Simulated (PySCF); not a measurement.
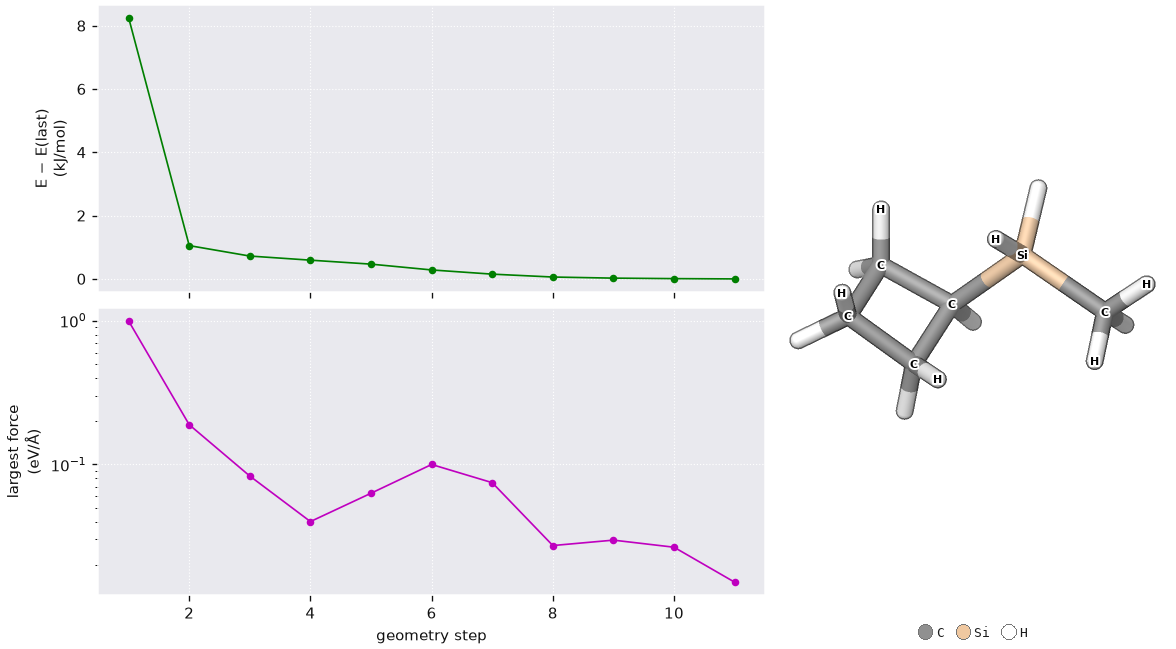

Beside the plot: the molecule at the start.

History of a geometry optimisation.

C5H12Si (SMILES C[SiH2]C1CCC1); PBE0-D3(BJ)/def2-SVP, geometry optimisation in PySCF 2.14.0, density fitting.

How did the optimisation end?

The optimisation met its thresholds at geometry 11, counting the start as the first. The energy fell by about 8.3 kJ/mol from the first step to the last. The largest force goes from about 1 eV/Å at the start to 0.015 eV/Å at the end.
